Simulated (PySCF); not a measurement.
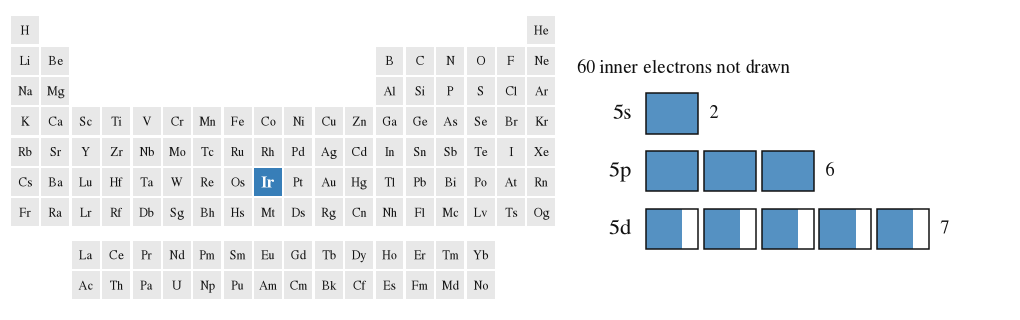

**Figure 1.** Left, the place of iridium in the periodic table; right, the outer shells of the nominal configuration: a box for each of the 2l + 1 orbitals, shaded by the share of the shell that is filled, with the electron count at the right.

# Run report: Ir²⁺, atomic calculation

Ir²⁺, configuration 1s2 2s2 2p6 3s2 3p6 3d10 4s2 4p6 4d10 4f14 5s2 5p6 5d7, multiplicity 4. Computed at this level: unrestricted TPSS, jorge-DZP-DKH, spin-free X2C-1e, Gaussian nucleus (PySCF).

**The input**
```python
from pyscf import gto, scf, dft, mp, cc
import basis_set_exchange as bse
mol = gto.M(atom="Ir 0 0 0", charge=2, spin=3, symmetry="D2h",
            basis=gto.basis.parse(bse.get_basis("jorge-DZP-DKH", elements=["Ir"], fmt="nwchem", header=False)),
            nucmod="G")
mf = dft.UKS(mol, xc="TPSS").sfx2c1e()
mf.irrep_nelec = {'Ag': (11, 10), 'B1g': (3, 3), 'B2g': (3, 2), 'B3g': (3, 2), 'Au': (1, 1), 'B1u': (6, 6), 'B2u': (6, 6), 'B3u': (6, 6)}
mf.kernel()
```

The script is an equivalent of what the driver set up; the driver started from orbitals of its own, so the log can be shorter than this script's would be, and it computed the properties (radii, ⟨L²⟩, response) afterwards. It also set what the script leaves out: ang = 26. It held the occupations shell by shell, which the script's counts by irreducible representation don't always enforce.

Hardware: 1 thread of Arm Neoverse V2, 23 GiB of memory available, shared host.

Launched within a batch (the task file carries these settings):
```bash
OMP_NUM_THREADS=1 python <driver script> TASK.json OUT
```

**Output (extracts)**
```
damping factor = 0
level_shift factor = 0
DIIS = <class 'pyscf.scf.diis.CDIIS'>
diis_start_cycle = 1
diis_space = 10
diis_damp = 0
SCF conv_tol = 1e-09
SCF conv_tol_grad = None
number electrons alpha = 39  beta = 36
XC functionals = TPSS
    J. Tao, J. P. Perdew, V. N. Staroverov, and G. E. Scuseria.,  Phys. Rev. Lett. 91, 146401 (2003)
    J. P. Perdew, J. Tao, V. N. Staroverov, and G. E. Scuseria.,  J. Chem. Phys. 120, 6898 (2004)
    J. Tao, J. P. Perdew, V. N. Staroverov, and G. E. Scuseria.,  Phys. Rev. Lett. 91, 146401 (2003)
    J. P. Perdew, J. Tao, V. N. Staroverov, and G. E. Scuseria.,  J. Chem. Phys. 120, 6898 (2004)
cycle= 1 E= -17687.9828281346  delta_E= -0.0165  |g|= 0.103  |ddm|= 0.182
cycle= 2 E= -17687.9831895924  delta_E= -0.000361  |g|= 0.0747  |ddm|= 0.0968
cycle= 3 E= -17687.9840877614  delta_E= -0.000898  |g|= 0.00725  |ddm|= 0.0507
cycle= 4 E= -17687.9841003747  delta_E= -1.26e-05  |g|= 0.000367  |ddm|= 0.00556
cycle= 5 E= -17687.9841004127  delta_E= -3.8e-08  |g|= 7.48e-06  |ddm|= 0.000326
cycle= 6 E= -17687.9841004129  delta_E= -1.53e-10  |g|= 1.48e-06  |ddm|= 7.21e-05
converged SCF energy = -17687.9841004129  <S^2> = 3.7514972  2S+1 = 4.0007485
```

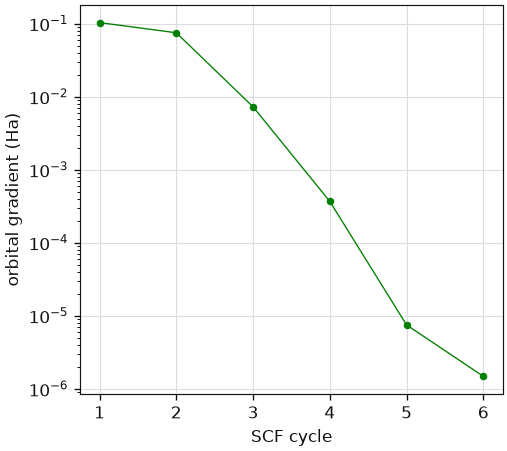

**Figure 2.** Convergence: orbital gradient against the SCF cycle. The residual falls at every step. It goes from 0.10 to 1.5×10⁻⁶ in 6 steps.

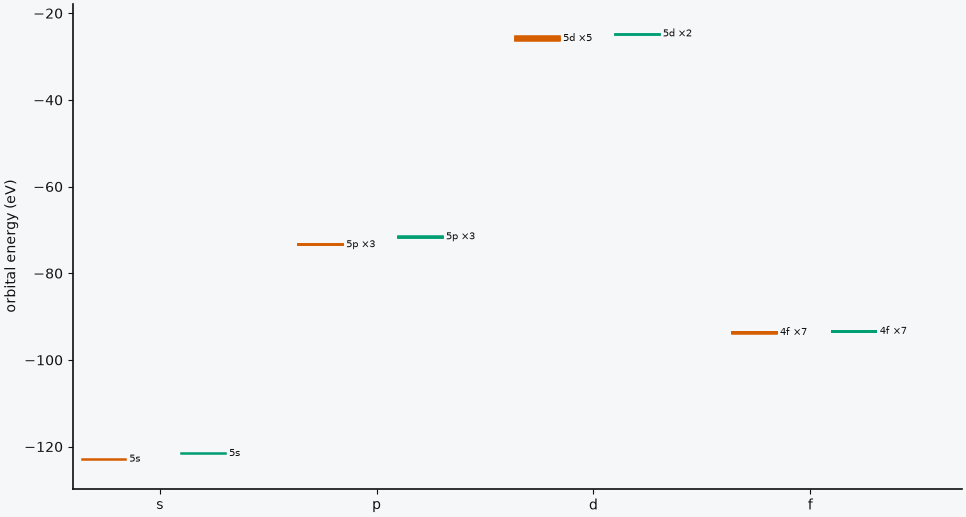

**Figure 3.** Orbital energies of the mean field, from the top down to −122.8 eV, by angular momentum, α spin at the left of each column and β at the right; ×n counts the orbitals under one label. The highest filled orbital is 5d β at −24.7 eV, the lowest empty one d β at −22.4 eV.

**Outcome**

```tsv
quantity	value
outcome	converged
total energy	−17687.9841 hartree
⟨S²⟩	3.751
⟨L²⟩	12.01
SCF iterations	6
```

**What is odd here**

The input is odd on purpose: angular grid far too coarse. The program ran to the end. Its numbers are those of this setting; this run alone doesn't show how far the oddity moves them.
